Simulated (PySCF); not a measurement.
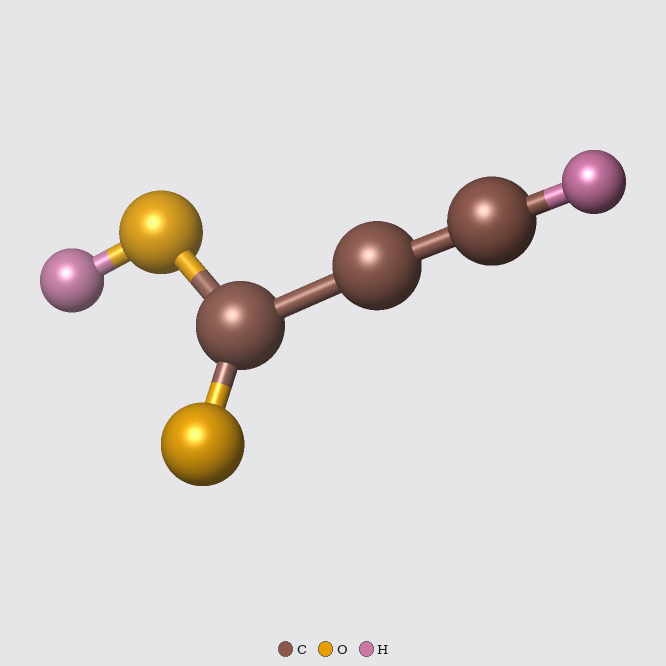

Every bond is drawn as one stick, whatever its order.

Computed geometry: PBE0-D3(BJ)/def2-TZVP optimisation. No frequency run is at hand to confirm it as a minimum.

Give the formula.

Answer. C₃H₂O₂, 7 atoms: 3 carbon, 2 hydrogen and 2 oxygen.

Name functional groups in it.

Answer. Among them: carboxylic acid, alkyne.

Which point group does it belong to?

Answer. Cs.

Does it have rings?

Answer. It has no ring.

More results for the same structure follow; atom numbers are the same in all pictures, views and colours differ.

### Shape

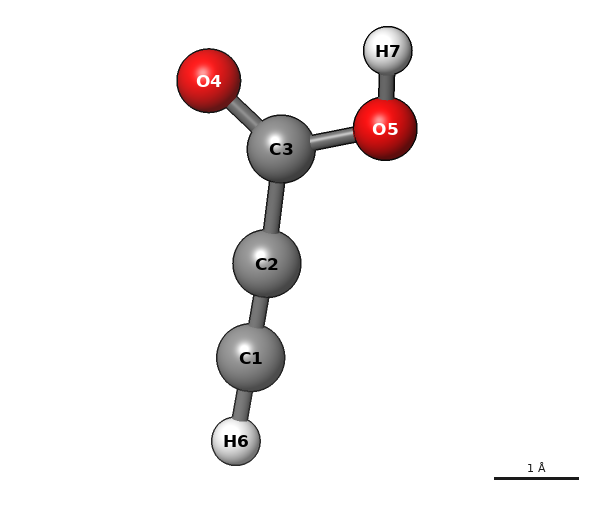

The atoms are numbered. No frequency run is at hand to confirm it as a minimum.

Which atoms are bonded, and how long are the bonds?

```
 bond  length (Å)   order
C1–C2       1.199  triple
C1–H6       1.065  single
C2–C3       1.444  single
C3–O4       1.200  double
C3–O5       1.338  single
O5–H7       0.968  single
```

### Quadrupole coupling

No frequency run is at hand to confirm it as a minimum. Electric field gradients from the ground-state density, PBE0/pcSseg-2 (PySCF 2.14.0), non-relativistic apart from any core potentials.

Give the largest field-gradient component, the quadrupole coupling constant and the asymmetry for 17O at O4 (Q = −25.6 mb), 17O at O5 (Q = −25.6 mb), 2H at H6 (Q = 2.86 mb), 2H at H7 (Q = 2.86 mb).

```
atom  V_zz (a.u.)  e²qQ/h (MHz)     η
  O4       −1.581          9.51  0.19
  O5        1.519         −9.14  0.53
  H6        0.326         0.219  0.02
  H7        0.424         0.285  0.10
```

### Levels of theory compared

No frequency run is at hand to confirm it as a minimum. Program: PySCF 2.14.0.

Tabulate dipole (D), HOMO–LUMO gap (eV) at these levels: B97-2/pcSseg-2; KT3/pcSseg-2; PBE0/pcSseg-2; WP04/pcSseg-2 in chloroform (IEF-PCM); ωB97X-D/pcSseg-2; ωB97X-D/pcSseg-2 in chloroform (IEF-PCM).

| level | dipole (D) | HOMO–LUMO gap (eV) |
| --- | --- | --- |
| B97-2/pcSseg-2 | 1.72 | 6.59 |
| KT3/pcSseg-2 | 1.65 | 4.56 |
| PBE0/pcSseg-2 | 1.72 | 6.93 |
| WP04/pcSseg-2 in chloroform (IEF-PCM) | 2.14 | 5.84 |
| ωB97X-D/pcSseg-2 | 1.73 | 10.66 |
| ωB97X-D/pcSseg-2 in chloroform (IEF-PCM) | 2.09 | 10.73 |

### NMR shielding

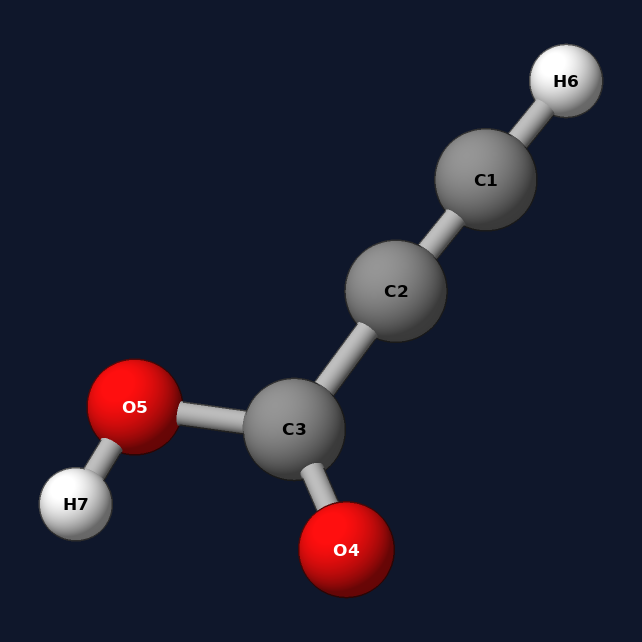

No frequency run is at hand to confirm it as a minimum. Level of theory: GIAO WP04/pcSseg-2 NMR shielding, non-relativistic, IEF-PCM chloroform (PySCF 2.14.0). Principal shieldings σ11 ≤ σ22 ≤ σ33, span Ω = σ33 − σ11, skew κ = 3(σiso − σ22)/Ω.

Which C atom has the most anisotropic shielding?

Answer. C2, with a span of 291 ppm.

Give the shielding tensors of the C atoms.

```tsv
atom	σ11	σ22	σ33	σiso	Ω	κ
C1	14.9	33.8	226.8	91.8	211.9	0.82
C2	−0.3	11.4	290.4	100.5	290.7	0.92
C3	−90.1	59.9	63.7	11.1	153.9	−0.95
```

Shieldings and span in ppm.
